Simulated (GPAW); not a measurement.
**2H-CrSeTe monolayer: simulated STM images**

Aim: Tersoff-Hamann images of 2H-CrSeTe monolayer at several biases.

Program: GPAW 26.7.0. Level of theory: GPAW, PAW setups; layer in a repeated cell with vacuum, relaxation of atoms and in-plane cell, in the first sound run; inputs show where later runs differ. Results are calculated unless marked as measured.

## 1. The starting structure

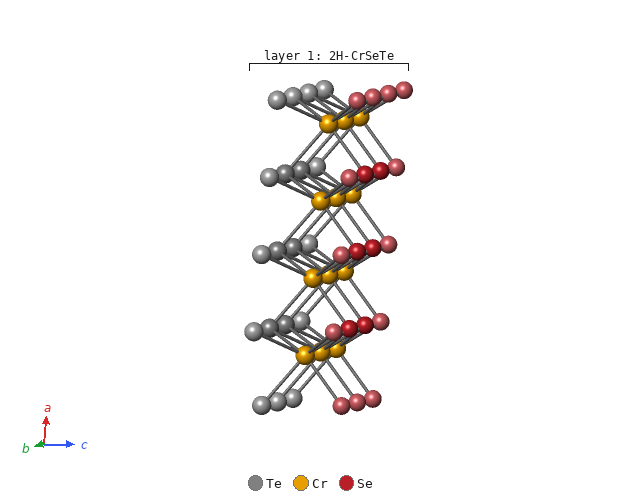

Start, viewed from the side, with the c axis across the page; tellurium grey, chromium orange, selenium red. 3×2×1 cells are drawn. Some periodic images of atoms are drawn too.

The cell holds 3 atoms: 1 Te, 1 Cr and 1 Se. Cell: a = 3.450 Å, b = 3.450 Å, c = 19.212 Å, α = 90.0°, β = 90.0°, γ = 120.0°. Vacuum lies along c.

## 2. Relaxation

Forces are removed first; all later runs use this geometry.

File run.py:

```python
import json
import numpy as np
from ase import Atoms
from ase.filters import FrechetCellFilter
from ase.optimize import BFGS
from gpaw import GPAW, PW

slab = Atoms(
    ['Te', 'Cr', 'Se'],
    positions=[
        [-0.00000, 1.99186, 8.00000],
        [0.00000, 0.00000, 9.74937],
        [-0.00000, 1.99186, 11.21168]],
    cell=[[3.45, 0.0, 0.0], [-1.725, 2.98779, 0.0], [0.0, 0.0, 19.2117]],
    pbc=[True, True, True])

slab.calc = GPAW(mode=PW(600), xc='PBE', kpts={'size': (9, 9, 1), 'gamma': True},
                 occupations={'name': 'fermi-dirac', 'width': 0.05}, nbands='160%',
                 convergence={'density': 1e-05}, maxiter=200,
                 symmetry={'tolerance': 1e-3}, txt='slab.txt')
result = {}
# The in-plane cell is free; stress needs a cell that repeats along all three vectors
path = []
opt = BFGS(FrechetCellFilter(slab, mask=[1, 1, 0, 0, 0, 1]), maxstep=0.2)
opt.attach(lambda: path.append((slab.get_potential_energy(), slab.positions.tolist(), slab.get_forces().tolist())))
result['relaxed'] = bool(opt.run(fmax=0.02, steps=45))
result['path'] = path
result['cell'] = slab.cell.tolist()
print('in-plane lattice', slab.cell.cellpar().round(4)[[0, 1, 5]])
energy = slab.get_potential_energy()
fermi = slab.calc.get_fermi_level()
v = slab.calc.get_electrostatic_potential().mean((0, 1)) - fermi
n = slab.calc.get_pseudo_density().mean((0, 1))
L = slab.cell[2, 2]
z = np.arange(len(v)) * L / len(v)
low, high = slab.positions[:, 2].min(), slab.positions[:, 2].max()
below, above = np.interp([low - 5.8, high + 5.8], z, v)
slopes = [np.interp(x, z, np.gradient(v, z)) for x in (low - 5.8, high + 5.8)]
eps = np.array([[slab.calc.get_eigenvalues(k, s) for k in range(len(slab.calc.get_ibz_k_points()))]
                for s in range(slab.calc.get_number_of_spins())]) - fermi
top, bottom = eps[eps < 0].max(), eps[eps > 0].min()
dipole = slab.get_dipole_moment()[2]
print(f'energy {energy:.4f} eV, Fermi level {fermi:.4f} eV, dipole {dipole:.5f} e A')
print(f'potential 5.8 A off the faces, from the Fermi level: lower {below:.4f} eV, upper {above:.4f} eV')
print(f'slope of the potential there: lower {slopes[0]:.5f}, upper {slopes[1]:.5f} eV/A')
print(f'nearest levels on the mesh: {top:.4f} and {bottom:.4f} eV')
print('magnetic moment', round(slab.get_magnetic_moment(), 3))
result.update(energy=energy, fermi=fermi, dipole=dipole, below=below, above=above, slopes=slopes, edges=[top, bottom],
              z=z.tolist(), v=v.tolist(), n=n.tolist(), positions=slab.positions.tolist(),
              forces=slab.get_forces(apply_constraint=False).tolist(), moments=slab.get_magnetic_moments().tolist())
json.dump(result, open('result.json', 'w'))
```

Command:

```console
$ OMP_NUM_THREADS=1 OPENBLAS_NUM_THREADS=1 python run.py
```

Output:

```text
Step          Energy          fmax
BFGS:    0      -16.832784        0.636176
BFGS:    1      -16.845047        0.567854
BFGS:    2      -16.882056        0.453643
BFGS:    3      -16.886396        0.353044
BFGS:    4      -16.892751        0.138647
BFGS:    5      -16.893171        0.106647
BFGS:    6      -16.893634        0.019801
in-plane lattice [  3.3456   3.3456 120.    ]
energy -16.8935 eV, Fermi level -0.4873 eV, dipole -0.06064 e A
potential 5.8 A off the faces, from the Fermi level: lower 4.6047 eV, upper 4.8596 eV
slope of the potential there: lower -0.05881, upper -0.05885 eV/A
nearest levels on the mesh: -0.3486 and 0.2887 eV
magnetic moment 0.0
```

It took 2.7 min on 1 thread of Arm Neoverse V1, shared host; peak memory 0.32 GiB.

This run has no spin polarisation, although Cr can carry a moment.

This step gave:

| Item | Value |
| --- | --- |
| dipole along the normal | -0.06064 e·Å |
| levels nearest the Fermi level on the mesh | -0.3486, 0.2887 eV from the Fermi level |

Electrostatic potential energy of an electron (without an applied field's), less the Fermi level, planar mean against z:

```csv
z (Å),"electrostatic potential energy of an electron (without an applied field's), less the Fermi level, planar mean (eV)"
0,4.73
2,4.61
4,4.50
6,4.08
8,-24.0
10,-10.3
12,-0.466
14,5.02
16,4.92
18,4.80
```

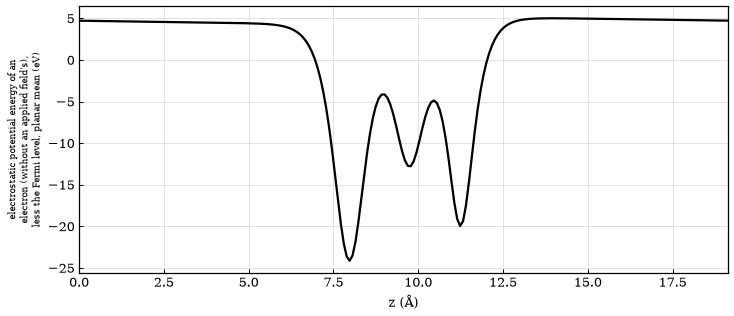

Electrostatic potential energy of an electron (without an applied field's), less the Fermi level, planar mean, plotted against z.

The pseudo valence density, planar mean oscillates, so the rows of the table below give means over windows of 1.11 Å about each position, cut where the curve ends. Its maxima inside the range that stand out by 2 % of the span (Å: e/Å³): 7.4: 0.324, 8.6: 0.394, 9.8: 0.508, 10.8: 0.454, 11.7: 0.373. Its minima: 7.9: 0.123, 9.1: 0.335, 10.3: 0.386, 11.3: 0.219.

Table of pseudo valence density, planar mean by z; means over each step:

```csv
z (Å),"pseudo valence density, planar mean (e/Å³)"
2.77,2.4e-6
3.88,5.2e-5
4.99,0.00118
6.10,0.0258
7.21,0.224
8.32,0.279
9.43,0.413
10.54,0.407
11.65,0.276
12.76,0.0442
13.87,0.00171
14.98,7.1e-5
16.09,3.5e-6
```

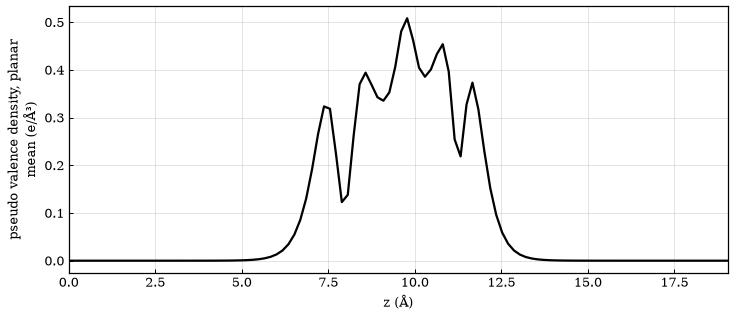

Pseudo valence density, planar mean, plotted against z.

The relaxation lowered the energy of the cell by 0.0619 eV (energies extrapolated to zero smearing; the optimiser's log prints free energies). The largest force left on a free atom is 0.020 eV/Å.

## 3. Plane waves, PBE

The work function is the vacuum plateau of the electrostatic potential less the Fermi level; a dipole layer lets the two faces have plateaus of their own.

This step: GPAW, PAW setups; slab in vacuum (GPAW 26.7.0).

The cell differs from the one that the last finished run ended in (c 19.212 → 19.279 Å).

File run.py:

```python
import json
import numpy as np
from ase import Atoms
from ase.dft.stm import STM
from gpaw import GPAW, PW

slab = Atoms(
    ['Te', 'Cr', 'Se'],
    positions=[
        [0.00000, 1.93156, 8.00000],
        [-0.00000, -0.00000, 9.76966],
        [-0.00000, 1.93156, 11.27846]],
    cell=[[3.34555, -0.0, 0.0], [-1.67278, 2.89734, 0.0], [0.0, 0.0, 19.2785]],
    pbc=[True, True, False])

slab.calc = GPAW(mode=PW(400), xc='PBE', kpts={'size': (9, 9, 1), 'gamma': True},
                 occupations={'name': 'fermi-dirac', 'width': 0.05}, nbands='160%',
                 convergence={'density': 1e-05}, maxiter=200,
                 poissonsolver={'dipolelayer': 'xy'},
                 symmetry={'tolerance': 1e-3}, txt='slab.txt')
result = {}
energy = slab.get_potential_energy()
fermi = slab.calc.get_fermi_level()
v = slab.calc.get_electrostatic_potential().mean((0, 1)) - fermi
n = slab.calc.get_pseudo_density().mean((0, 1))
L = slab.cell[2, 2]
z = np.arange(len(v)) * L / len(v)
low, high = slab.positions[:, 2].min(), slab.positions[:, 2].max()
below, above = np.interp([low - 5.8, high + 5.8], z, v)
slopes = [np.interp(x, z, np.gradient(v, z)) for x in (low - 5.8, high + 5.8)]
eps = np.array([[slab.calc.get_eigenvalues(k, s) for k in range(len(slab.calc.get_ibz_k_points()))]
                for s in range(slab.calc.get_number_of_spins())]) - fermi
top, bottom = eps[eps < 0].max(), eps[eps > 0].min()
dipole = slab.get_dipole_moment()[2]
print(f'energy {energy:.4f} eV, Fermi level {fermi:.4f} eV, dipole {dipole:.5f} e A')
print(f'potential 5.8 A off the faces, from the Fermi level: lower {below:.4f} eV, upper {above:.4f} eV')
print(f'slope of the potential there: lower {slopes[0]:.5f}, upper {slopes[1]:.5f} eV/A')
print(f'nearest levels on the mesh: {top:.4f} and {bottom:.4f} eV')
print('magnetic moment', round(slab.get_magnetic_moment(), 3))
result.update(energy=energy, fermi=fermi, dipole=dipole, below=below, above=above, slopes=slopes, edges=[top, bottom],
              z=z.tolist(), v=v.tolist(), n=n.tolist(), positions=slab.positions.tolist(),
              forces=slab.get_forces(apply_constraint=False).tolist(), moments=slab.get_magnetic_moments().tolist())

# Images need the states of the whole zone, up to time reversal
slab.calc = slab.calc.fixed_density(symmetry={'point_group': False}, txt='states.txt', nbands='250%',
                                    convergence={'bands': 'CBM+1.8'})
stm = STM(slab)
result['stm'] = []
for bias in [-2.0, -1.0, 1.5]:
    height = high + 4.0
    current = stm.get_averaged_current(bias, height)
    x, y, h = stm.scan(bias, current)
    i, f = divmod(height / L * stm.ldos.shape[2], 1)
    I = abs((1 - f) * stm.ldos[:, :, int(i)] + f * stm.ldos[:, :, int(i) + 1])
    print(f'bias {bias} V: mean current at 4.0 A {current:.4e}, corrugation {np.ptp(h):.4f} A')
    result['stm'].append(dict(bias=bias, current=current, h=(h - high).tolist(), I=I.tolist()))
json.dump(result, open('result.json', 'w'))
```

Output:

```text
energy -16.8391 eV, Fermi level -0.5048 eV, dipole -0.04240 e A
potential 5.8 A off the faces, from the Fermi level: lower 4.3437 eV, upper 5.1320 eV
slope of the potential there: lower -0.00001, upper -0.00003 eV/A
nearest levels on the mesh: -0.3462 and 0.2876 eV
magnetic moment 0.0
bias -2.0 V: mean current at 4.0 A 7.5864e-06, corrugation 0.2262 A
bias -1.0 V: mean current at 4.0 A 5.4290e-06, corrugation 0.1595 A
bias 1.5 V: mean current at 4.0 A 1.6774e-05, corrugation 0.0421 A
```

Run time: 72 s. Hardware: 1 thread; peak memory 0.29 GiB.

Numbers from this step:

```
dipole along the normal                    : -0.04240 e·Å
levels nearest the Fermi level on the mesh : -0.3462, 0.2876 eV from the Fermi level
upper work function                        : 5.132 eV
lower work function                        : 4.344 eV
corrugation -2                             : 0.2262 Å
corrugation -1                             : 0.1595 Å
corrugation 1.5                            : 0.04210 Å
upper ionisation energy                    : 5.478 eV
```

Electrostatic potential energy of an electron (without an applied field's), less the Fermi level, planar mean against z:

```csv
z (Å),"electrostatic potential energy of an electron (without an applied field's), less the Fermi level, planar mean (eV)"
0,4.74
2,4.34
4,4.34
6,4.06
8,-23.9
10,-10.7
12,-0.934
14,5.11
16,5.13
18,5.13
```

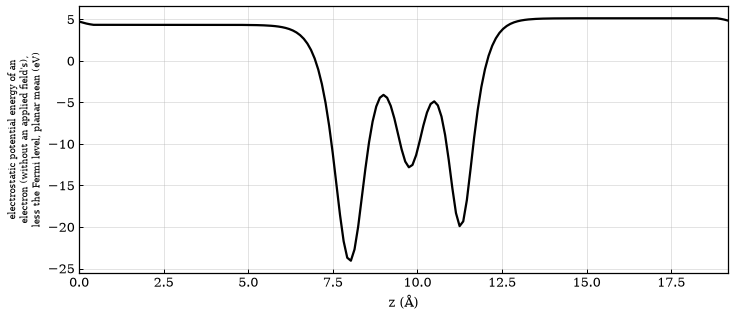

Electrostatic potential energy of an electron (without an applied field's), less the Fermi level, planar mean against z.

The pseudo valence density, planar mean oscillates, so the rows of the table below give means over windows of 1 Å about each position, cut where the curve ends. Its maxima inside the range that stand out by 2 % of the span (Å: e/Å³): 7.5: 0.332, 8.6: 0.395, 9.9: 0.501, 10.7: 0.442, 11.8: 0.352. Its minima: 7.9: 0.121, 9.0: 0.339, 10.3: 0.386, 11.4: 0.220.

The pseudo valence density, planar mean by z; means over each step:

```csv
z (Å),"pseudo valence density, planar mean (e/Å³)"
3,4.4e-6
4,6.5e-5
5,0.00107
6,0.0176
7,0.180
8,0.238
9,0.366
10,0.439
11,0.357
12,0.232
13,0.0235
14,0.00115
15,6.9e-5
16,4.4e-6
```

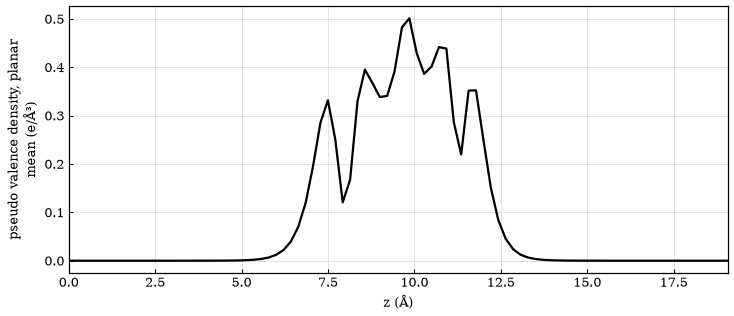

Pseudo valence density, planar mean against z.

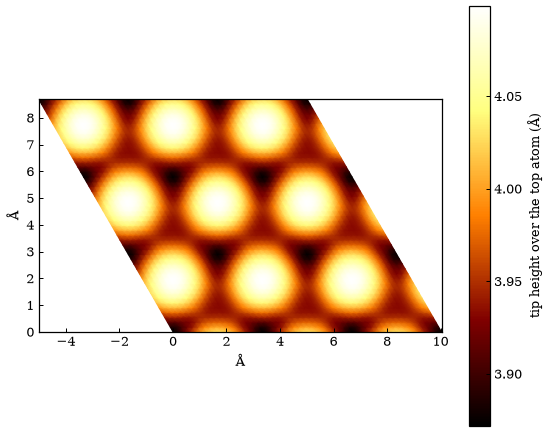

Tip height over the top atom over a1 and a2. Sample bias -2 V, constant current at the mean current 4.0 Å over the top atom. The cell is repeated, with its origin at the lower left corner.

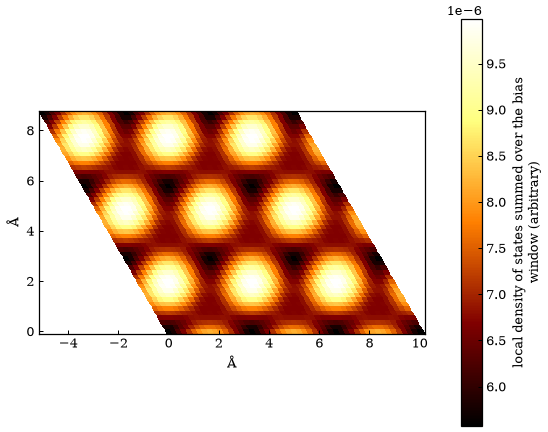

Local density of states summed over the bias window over a1 and a2. Sample bias -2 V, constant height 4.0 Å over the top atom. The cell is repeated, with its origin at the lower left corner.

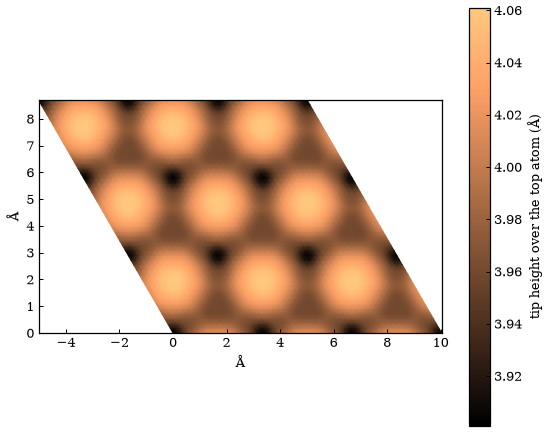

Tip height over the top atom over a1 and a2. Sample bias -1 V, constant current at the mean current 4.0 Å over the top atom. The cell is repeated, with its origin at the lower left corner.

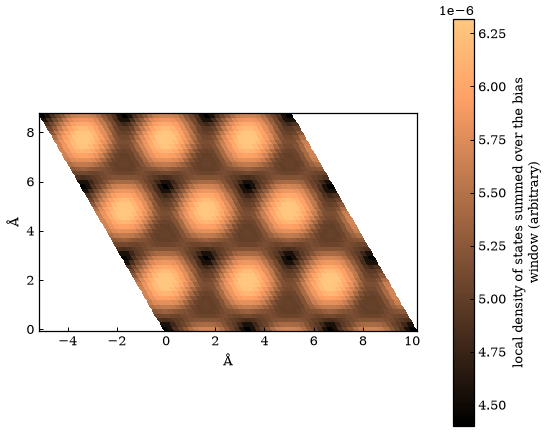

Local density of states summed over the bias window over a1 and a2. Sample bias -1 V, constant height 4.0 Å over the top atom. The cell is repeated, with its origin at the lower left corner.

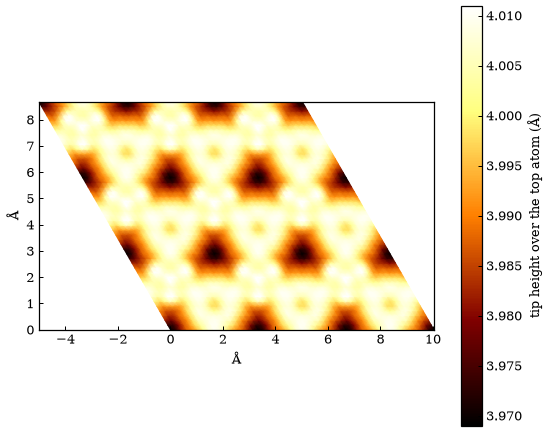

Tip height over the top atom over a1 and a2. Sample bias 1.5 V, constant current at the mean current 4.0 Å over the top atom. The cell is repeated, with its origin at the lower left corner.

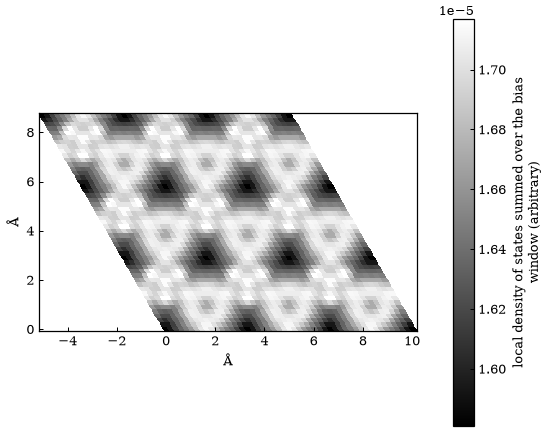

Local density of states summed over the bias window over a1 and a2. Sample bias 1.5 V, constant height 4.0 Å over the top atom. The cell is repeated, with its origin at the lower left corner.

The layer is gapped, so the Fermi level lies somewhere inside the gap, set by smearing and numerics, and these work functions are no property of the material; the band edges below the vacuum level are. The potential is flat to 3.3e-5 eV/Å where it is read, so the vacuum is wide enough.

## 4. A changed run

One more run, with changed settings.

File run.py:

```python
import json
import numpy as np
from ase import Atoms
from gpaw import GPAW, PW

slab = Atoms(
    ['Te', 'Cr', 'Se'],
    positions=[
        [0.00000, 1.93156, 8.00000],
        [-0.00000, -0.00000, 9.76966],
        [-0.00000, 1.93156, 11.27846]],
    cell=[[3.34555, -0.0, 0.0], [-1.67278, 2.89734, 0.0], [0.0, 0.0, 19.2785]],
    pbc=[True, True, False])

slab.calc = GPAW(mode=PW(400), xc='PBE', kpts={'size': (9, 9, 1), 'gamma': True},
                 occupations={'name': 'fermi-dirac', 'width': 0.05}, nbands='160%',
                 convergence={'density': 1e-05}, maxiter=100,
                 poissonsolver={'dipolelayer': 'xy'},
                 symmetry={'tolerance': 1e-3}, txt='slab.txt')
result = {}
energy = slab.get_potential_energy()
fermi = slab.calc.get_fermi_level()
v = slab.calc.get_electrostatic_potential().mean((0, 1)) - fermi
n = slab.calc.get_pseudo_density().mean((0, 1))
L = slab.cell[2, 2]
z = np.arange(len(v)) * L / len(v)
low, high = slab.positions[:, 2].min(), slab.positions[:, 2].max()
below, above = np.interp([low - 1.0, high + 1.0], z, v)
slopes = [np.interp(x, z, np.gradient(v, z)) for x in (low - 1.0, high + 1.0)]
eps = np.array([[slab.calc.get_eigenvalues(k, s) for k in range(len(slab.calc.get_ibz_k_points()))]
                for s in range(slab.calc.get_number_of_spins())]) - fermi
top, bottom = eps[eps < 0].max(), eps[eps > 0].min()
dipole = slab.get_dipole_moment()[2]
print(f'energy {energy:.4f} eV, Fermi level {fermi:.4f} eV, dipole {dipole:.5f} e A')
print(f'potential 1.0 A off the faces, from the Fermi level: lower {below:.4f} eV, upper {above:.4f} eV')
print(f'slope of the potential there: lower {slopes[0]:.5f}, upper {slopes[1]:.5f} eV/A')
print(f'nearest levels on the mesh: {top:.4f} and {bottom:.4f} eV')
print('magnetic moment', round(slab.get_magnetic_moment(), 3))
result.update(energy=energy, fermi=fermi, dipole=dipole, below=below, above=above, slopes=slopes, edges=[top, bottom],
              z=z.tolist(), v=v.tolist(), n=n.tolist(), positions=slab.positions.tolist(),
              forces=slab.get_forces(apply_constraint=False).tolist(), moments=slab.get_magnetic_moments().tolist())
json.dump(result, open('result.json', 'w'))
```

Output:

```text
energy -16.8391 eV, Fermi level -0.5048 eV, dipole -0.04240 e A
potential 1.0 A off the faces, from the Fermi level: lower -0.1808 eV, upper 2.4002 eV
slope of the potential there: lower -12.23468, upper 8.15993 eV/A
nearest levels on the mesh: -0.3462 and 0.2876 eV
magnetic moment 0.0
```

Elapsed: 16 s, on 1 thread; peak memory 0.17 GiB.

The run finished. A setting was moved off its sound value on purpose, so it serves as a test and not as the result.

The fault put into the input: the potential probed 1 A off the face (probe = 1.0).

## 5. What came out

| Quantity | Value |
| --- | --- |
| work function, upper and lower face (Fermi level placed in the gap by the smearing) | 5.132 and 4.344 eV |
| ionisation energy from the upper face (highest filled level on the mesh) | 5.48 eV |
| electron affinity from the upper face (lowest empty Kohn-Sham level on the mesh) | 4.84 eV |
| dipole along the normal | -0.0424 e Å |
| corrugation at -2 V | 0.226 Å |
| corrugation at -1 V | 0.159 Å as printed, 0.13 Å or less without short-wave noise |
| corrugation at 1.5 V | 0.0421 Å |

What this shows: At -1 V GPAW's map carries short-wave noise, which can't be real at this height: without waves under 1.5 Å it spans 0.13 Å against 0.16 Å printed. The reading below uses the filtered value, which may still be too high. The corrugation at constant current is largest at -2 V, where the tip height varies by 0.23 Å over the cell. Negative sample bias images filled states, positive bias empty ones. The two faces differ by 0.79 eV, the step that the slab's dipole makes (e p/(ε0 A) gives 0.79 eV), so the dipole layer is needed. The levels nearest the Fermi level on the mesh lie 0.634 eV apart, so the slab is gapped there: the smearing puts the Fermi level inside the gap, and from either face the ionisation energy is the work function plus 0.35 eV. Both are Kohn-Sham levels on the mesh, and semilocal gaps are too small, so the affinity tends to come out too large and the ionisation energy too small. The images are of Tersoff-Hamann type: an s-wave tip, no tip-sample forces, heights closer than in a microscope. The starting lattice was a guess from atomic radii; the relaxation moved it by -3 %. With elements this heavy, spin-orbit coupling can move band edges by tenths of an eV. The relaxation of atoms and cell ran in a fully periodic cell without the dipole layer, so the atoms of this polar layer felt a small spurious field. Biases count from a Fermi level whose place in the gap is arbitrary, so only their reach past the band edges has a meaning. The runs had no spin polarisation, so a magnetic state, which thin layers of d-metal atoms can have, wasn't tested. The layer's cell and atoms come from the relaxation; spin-orbit coupling and temperature are left out.

[Logs are printed without paths, hosts, clocks, repeated set-up lines and the standing remarks that a program may print on its own settings, such as how far it seeks lower states.]

[Hosts, paths, dates, database ids (printed as entryN), source tags and the programs' standing remarks are cut or masked in the printed files.]
